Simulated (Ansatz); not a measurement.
## Electronic structure of C₉H₈O₂S (SMILES C#CCS(=O)(=O)c1ccccc1) in real space

Input

```
crystal:
  periodic: [false, false, false]
  atoms:
    - {symbol: C, position_ang: [2.737445, -0.934806, -1.494118]}
    - {symbol: C, position_ang: [1.601258, -0.882330, -1.872946]}
    - {symbol: C, position_ang: [0.230248, -0.812861, -2.309565]}
    - {symbol: S, position_ang: [-0.660488, 0.631253, -1.685497]}
    - {symbol: O, position_ang: [0.078027, 1.800945, -2.062604]}
    - {symbol: O, position_ang: [-2.021981, 0.446572, -2.104827]}
    - {symbol: C, position_ang: [-0.577480, 0.451515, 0.065012]}
    - {symbol: C, position_ang: [-1.559005, -0.282112, 0.715733]}
    - {symbol: C, position_ang: [-1.483424, -0.430739, 2.090621]}
    - {symbol: C, position_ang: [-0.437581, 0.150591, 2.794332]}
    - {symbol: C, position_ang: [0.533576, 0.888043, 2.131712]}
    - {symbol: C, position_ang: [0.469187, 1.043361, 0.756819]}
    - {symbol: H, position_ang: [3.748227, -0.980566, -1.163756]}
    - {symbol: H, position_ang: [-0.346703, -1.687937, -2.002291]}
    - {symbol: H, position_ang: [0.148386, -0.706142, -3.395908]}
    - {symbol: H, position_ang: [-2.377335, -0.706296, 0.146818]}
    - {symbol: H, position_ang: [-2.246193, -0.993844, 2.615048]}
    - {symbol: H, position_ang: [-0.383659, 0.034276, 3.870711]}
    - {symbol: H, position_ang: [1.341707, 1.347438, 2.688299]}
    - {symbol: H, position_ang: [1.205797, 1.623656, 0.216387]}
basis:
  gaussian: {orbitals: def2-TZVPP}
hamiltonian: {xc: pbe0, dispersion: d4}
output: {orbitals: {seedname: orbitals}}
```

Command:

```sh
ansatz run in.yaml --threads 4 --pin off --events-out ev --progress --plain --max-ram 41984MiB --backend cuda --devices 0, --max-vram 37GiB
```

Geometry: PBE0-D4/def2-TZVP.

All numbers below come from RKS PBE0-D4/def2-TZVPP (Ansatz 0.2.0).

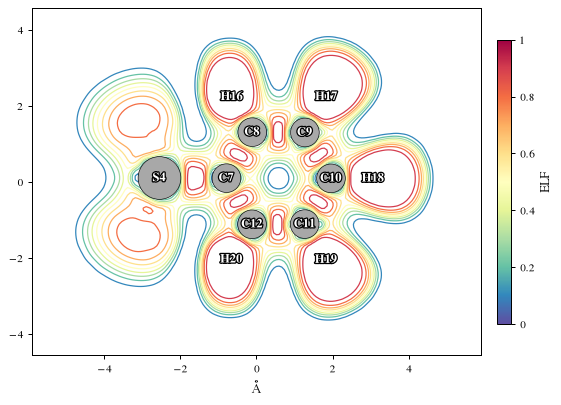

Figure 1. ELF on the plane of atoms S4, C7 and C12. Grey discs cover the atomic cores.

Question: Interpret the plot.

Answer: Atoms in the plane: S, C and H.
C–S (1.76 Å): the ELF peaks at about 0.95 between the atoms (a covalent bond).
C–H (1.08 Å): the ELF climbs to about 1 towards the hydrogen, as it does in any bond to H: an ordinary covalent bond to hydrogen.
C–C (1.38 Å): the ELF peaks at about 0.95 between the atoms: a covalent bond.
The ELF also peaks beside O6, away from the bonds: lone-pair regions.

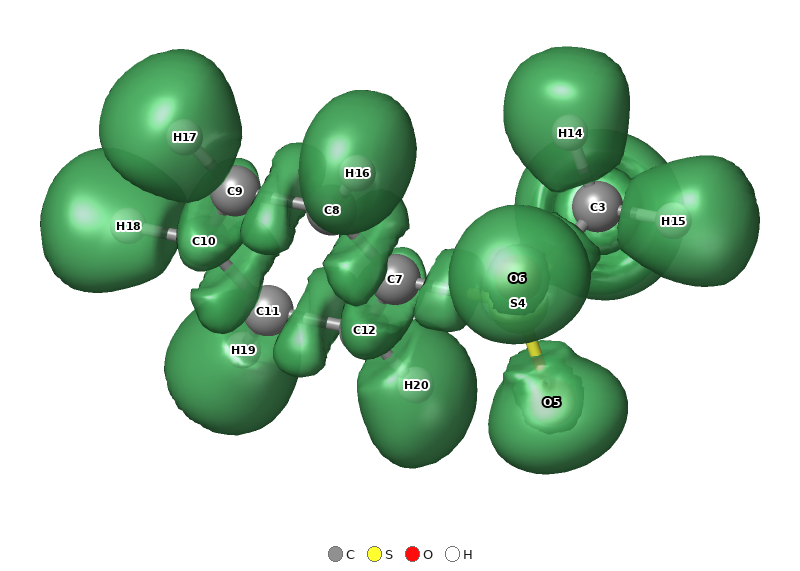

Figure 2. Isosurface of the ELF at 0.75 (green), seen from one side. Core shells and regions of very low density are left out.

Question: What do the ELF domains correspond to?

Answer: The ELF exceeds this value in eight regions between bonded C–C atoms (shared pairs), two regions between bonded C–S atoms (shared pairs), eight regions around hydrogen nuclei, one region on O in which the atom's valence shell and bonds are merged and one region wrapped around O (its lone pairs, merged into a ring or cap). Along the contacts the grid gives the following. C–C (1.20 Å): the ELF peaks at about 0.85 between the atoms: a multiple bond. S–O (1.43 Å): the ELF peaks at about 0.80 between the atoms (a polar covalent bond).

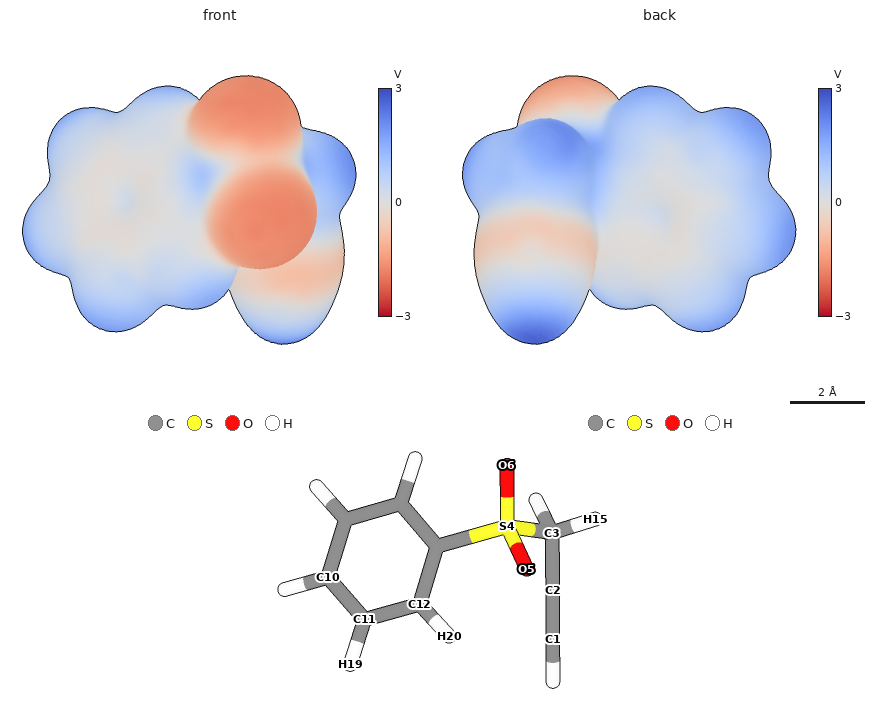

Figure 3. The electrostatic potential painted on the density surface at 0.004 e/bohr³, seen from the front and from behind; red is negative and blue positive. The bare structure is drawn below in the same view.

Question: Which sites attract a positive test charge, and which a negative one?

Answer: A positive charge is drawn to the negative regions and a negative charge to the positive ones. The most negative region (about −1.7 V) lies over O5 and O6, the most positive (about +2.5 V) over H13.
